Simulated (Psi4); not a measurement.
# CH2GeN− (SMILES N#[C][GeH2-]) at HF/3-21G

What is the vertical singlet–triplet gap of CH2GeN− at HF/3-21G? 

The results are computed with Psi4 1.11.

### Step 1. The molecule

The species is CH2GeN− (5 atoms), meant as a singlet with charge -1. As SMILES, `N#[C][GeH2-]`. The shape comes from GFN2-xTB, which is rough for such elements, and wasn't checked as a minimum.

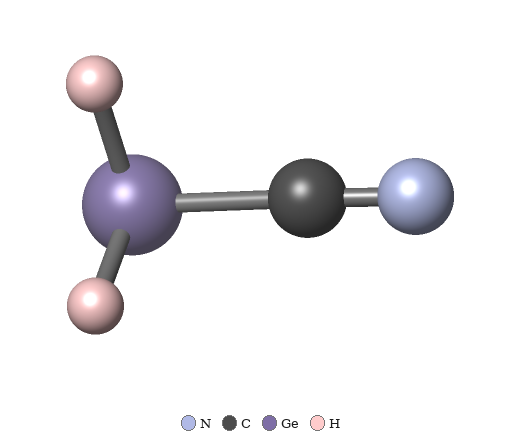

The structure, seen from a chosen angle (nitrogen light blue, carbon dark grey, germanium purple, hydrogen pink).

### Step 2. The energy at HF/3-21G

Input file calc.inp:

```
memory 1.6 GB

molecule geom {
  -1 1
  N      1.312220    -1.146800     1.308460
  C      0.698540    -0.577140     0.507840
  Ge    -0.115330     0.254410    -1.086220
  H     -1.622730    -0.214430    -0.512130
  H     -0.272690     1.683960    -0.217940
  symmetry c1
  no_reorient
  no_com
}

set globals {
  basis 3-21G
  puream true
  e_convergence 1e-09
  d_convergence 1e-08
  scf_type pk
}

e_tot, wfn = energy("scf", return_wfn=True)
oeprop(wfn, "LOWDIN_CHARGES", "WIBERG_LOWDIN_INDICES", "MULLIKEN_CHARGES")
```

On the command line:

```bash
psi4 -i calc.inp -o calc.out -n 1
```

calc.out:

```text
[...]
  Running in c1 symmetry.
[...]
  Nuclear repulsion =  133.588053856603608
[...]
  Multiplicity = 1
[...]
  Nalpha       = 24
  Nbeta        = 24
[...]
    Number of basis functions: 44
[...]
   @RHF iter   1: -2157.60771204765797   -4.49642e+00   2.14449e-02 DIIS/ADIIS
[...]
   @RHF iter  12: -2158.29887641682217   -5.91172e-12   5.59459e-09 DIIS
[...]
    Orbital Energies [Eh]
    ---------------------
    Doubly Occupied:
       1A   -402.466482     2A    -51.691097     3A    -45.702612
       4A    -45.702281     5A    -45.701838     6A    -15.286503
       7A    -10.994514     8A     -6.913237     9A     -4.867604
      10A     -4.865995    11A     -4.862493    12A     -1.317044
      13A     -1.315784    14A     -1.312364    15A     -1.310479
      16A     -1.308930    17A     -1.028398    18A     -0.541279
      19A     -0.375180    20A     -0.292795    21A     -0.284761
      22A     -0.266404    23A     -0.202303    24A     -0.111050
[...]
  @RHF Final Energy: -2158.29887641682217
   => Energetics <=
    Nuclear Repulsion Energy =            133.5880538566036080
    One-Electron Energy =               -3286.3310066853423450
    Two-Electron Energy =                 994.4440764119165124
    Total Energy =                      -2158.2988764168221678
[...]
 Multipole Moments:
 ------------------------------------------------------------------------------------
     Multipole            Electronic (a.u.)      Nuclear  (a.u.)        Total (a.u.)
 ------------------------------------------------------------------------------------
 L = 1.  Multiply by 2.5417464519 to convert [e a0] to [Debye]
 Dipole X            :        -15.2383853           14.7224783           -0.5159070
 Dipole Y            :          3.8932568           -3.5522883            0.3409686
 Dipole Z            :         44.1900555          -43.9982099            0.1918455
 Magnitude           :                                                    0.6474753
[...]
  Mulliken Charges: (a.u.)
   Center  Symbol    Alpha    Beta     Spin     Total
       1     N     3.79147  3.79147  0.00000 -0.58294
       2     C     3.06523  3.06523  0.00000 -0.13046
       3    GE    15.88317 15.88317  0.00000  0.23366
       4     H     0.63004  0.63004  0.00000 -0.26009
       5     H     0.63009  0.63009  0.00000 -0.26017
   Total alpha = 24.00000, Total beta = 24.00000, Total charge = -1.00000
  Lowdin Charges: (a.u.)
   Center  Symbol    Alpha    Beta     Spin     Total
       1     N     3.60511  3.60511  0.00000 -0.21022
[...]
```

It took 2.9 s on 1 thread of Intel Xeon Platinum 8259CL at 2.50GHz (Skylake/Cascade Lake), shared host; peak memory 0.2 GiB.

### Step 3. The triplet at the same level

Input file ch2gen.xyz:

```xyz
5
CH2GeN
N      1.312220    -1.146800     1.308460
C      0.698540    -0.577140     0.507840
Ge    -0.115330     0.254410    -1.086220
H     -1.622730    -0.214430    -0.512130
H     -0.272690     1.683960    -0.217940
```

Input file ch2gen.py:

```python
import psi4

psi4.set_memory(1600000000)
psi4.set_num_threads(1)
psi4.core.set_output_file('psi4.out', False)

with open('ch2gen.xyz') as f:
    atoms = ''.join(f.readlines()[2:])
molecule = psi4.geometry('-1 3\n' + atoms + 'symmetry c1')

options = {'basis': '3-21G', 'reference': 'uhf', 'puream': True, 'e_convergence': 1e-09, 'd_convergence': 1e-08, 'scf_type': 'pk', 'maxiter': 200}
psi4.set_options(options)

e = psi4.energy('hf')
print('E =', round(e, 9))
for k, v in sorted(psi4.core.scalar_variables().items()):
    print(f'{k:45s} {v:18.10f}')
```

On the command line:

```bash
python ch2gen.py
```

psi4.out:

```text
[...]
  Running in c1 symmetry.
[...]
  Nuclear repulsion =  133.588053856603636
[...]
  Multiplicity = 3
[...]
  Nalpha       = 25
  Nbeta        = 23
[...]
    Number of basis functions: 44
[...]
   @UHF iter   1: -2157.51803944176481   -4.40675e+00   1.96882e-02 DIIS/ADIIS
[...]
   @UHF iter  28: -2158.13724774741513   -3.18323e-12   9.65250e-09 DIIS
[...]
   @S^2 Observed:                2.014747025E+00
[...]
    Orbital Energies [Eh]
    ---------------------
    Alpha Occupied:
       1A   -402.514223     2A    -51.737363     3A    -45.750064
       4A    -45.749276     5A    -45.748371     6A    -15.275245
       7A    -10.970236     8A     -6.960739     9A     -4.916397
      10A     -4.912466    11A     -4.911897    12A     -1.363938
      13A     -1.361079    14A     -1.360901    15A     -1.357141
      16A     -1.357021    17A     -1.021547    18A     -0.568476
      19A     -0.386748    20A     -0.308552    21A     -0.284562
      22A     -0.283219    23A     -0.223808    24A     -0.202393
      25A      0.060565
    Alpha Virtual:
[...]
  @UHF Final Energy: -2158.13724774741513
   => Energetics <=
    Nuclear Repulsion Energy =            133.5880538566036364
    One-Electron Energy =               -3284.9987810982129304
    Two-Electron Energy =                 993.2734794941944756
    Total Energy =                      -2158.1372477474151310
  UHF NO Occupations:
  HONO-2 :   23  A 1.9940557
  HONO-1 :   24  A 1.0000000
[...]
 Multipole Moments:
 ------------------------------------------------------------------------------------
     Multipole            Electronic (a.u.)      Nuclear  (a.u.)        Total (a.u.)
 ------------------------------------------------------------------------------------
 L = 1.  Multiply by 2.5417464519 to convert [e a0] to [Debye]
 Dipole X            :         -0.4348348            0.5016064            0.0667717
 Dipole Y            :          1.3523477           -1.2023966            0.1499511
 Dipole Z            :         -6.5547236            5.3277568           -1.2269669
 Magnitude           :                                                    1.2378980
[...]
```

The script printed:

```text
E = -2158.137247747
CURRENT ENERGY                                  -2158.1372477474
CURRENT REFERENCE ENERGY                        -2158.1372477474
DD SOLVATION ENERGY                                 0.0000000000
HF KINETIC ENERGY                                2159.2646234775
HF POTENTIAL ENERGY                             -4317.4018712249
HF TOTAL ENERGY                                 -2158.1372477474
HF VIRIAL RATIO                                     1.9994778890
NUCLEAR REPULSION ENERGY                          133.5880538566
ONE-ELECTRON ENERGY                             -3284.9987810982
PCM POLARIZATION ENERGY                             0.0000000000
PE ENERGY                                           0.0000000000
SCF ITERATION ENERGY                            -2158.1372477474
SCF ITERATIONS                                     28.0000000000
SCF TOTAL ENERGY                                -2158.1372477474
TWO-ELECTRON ENERGY                               993.2734794942
```

Run time: 3.6 s. Hardware: 1 thread of Intel Xeon Platinum 8259CL at 2.50GHz (Skylake/Cascade Lake), shared host; peak memory 0.2 GiB.

### Step 4. Summary of results

At HF/3-21G:

```
                                                      quantity           value
                                         singlet: total energy  -2158.29888 Eh
                                          singlet: HOMO energy        -3.02 eV
                                          singlet: LUMO energy         8.86 eV
singlet: HOMO–LUMO gap (to an unbound level, set by the basis)        11.89 eV
                                         triplet: total energy  -2158.13725 Eh
                   triplet: HOMO energy (highest over α and β)         1.65 eV
                    triplet: LUMO energy (lowest over α and β)         4.80 eV
                                                 triplet: ⟨S²⟩           2.015
              vertical energy of the triplet above the singlet        4.398 eV
```

In words: At this shape the triplet lies 4.40 eV (101 kcal/mol) above the singlet. For an anion a state so high probably lies above electron detachment. The HOMO (triplet) lies at positive energy, 1.65 eV: the electron is unbound at this level or held by a compact basis; values depend on the basis.
